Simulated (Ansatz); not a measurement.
Formation energies in the Na–S system, lowest calculated structure of each composition. Computed with r2SCAN (plane waves to 500 eV, PAW, scalar-relativistic; Ansatz, an electronic-structure program). Element references, the lowest calculated here: Na (P6₃/mmc, not the ambient form), S (Fddd).

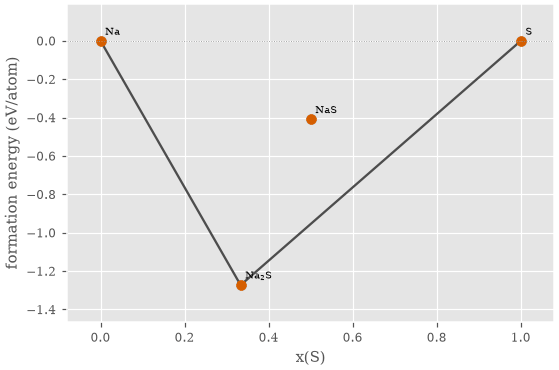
Fig. 1. Formation energy against composition with the lower convex hull

**Question.** Which compounds are stable against decomposition?

**Answer.** For NaS a lower structure may exist, so the energies are upper bounds and are not judged. On the hull: Na2S.

```json
[
 {"phase": "Na", "x(S)": "0.000", "space group": "P6₃/mmc", "E_f (eV/atom)": "0.00", "above hull (eV/atom)": "0.00"},
 {"phase": "Na2S", "x(S)": "0.333", "space group": "Fm-3m", "E_f (eV/atom)": "-1.27", "above hull (eV/atom)": "0.00"},
 {"phase": "NaS", "x(S)": "0.500", "space group": "Fm-3m", "E_f (eV/atom)": "-0.41", "above hull (eV/atom)": "0.55"},
 {"phase": "S", "x(S)": "1.000", "space group": "Fddd", "E_f (eV/atom)": "0.00", "above hull (eV/atom)": "0.00"}
]
```

This is the hull of the energies calculated here, no anion corrections; phases that were not calculated are missing from it. Values are rounded to 0.01 eV/atom. Not shown to be the ambient phase of their composition (a lower form may be missing, and a cell relaxed within its start's symmetry can be a saddle point): NaS (Fm-3m). The compounds carry no spin polarisation.
